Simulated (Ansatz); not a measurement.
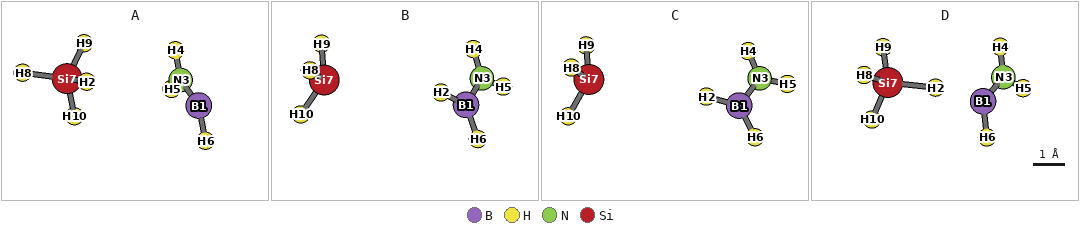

4 geometries from a converged minimum-energy path of BSiNH$_{7}$ (multiplicity 2), made up at the start of BNH4 and SiH$_{3}$, shuffled. Style: ball-and-stick. Shown at a tilt.

Level of theory: Ansatz, UKS B3LYP/6-31G*. Set-up: 9 movable images; climbing image; force threshold 0.05 eV/Å; iteration limit 60; starting path through a guess of the saddle point.

### Which frame is the transition state?

D. In order along the path, whose images run from 0 to 10: C (image 0, 0.00 eV), B (image 1, 0.00 eV), D (image 5, +0.93 eV), A (image 10, +0.72 eV). A hydrogen atom shifts from one atom to another. Breaking: B1–H2 (1.20 → 1.66 at the top → 3.98 Å). Forming: H2–Si7 (3.93 → 1.62 at the top → 1.48 Å).

Limits of the set-up: the start holds two separate molecules, 3.9 Å apart at their closest, whose relative position is a soft coordinate and is computed without a dispersion correction.
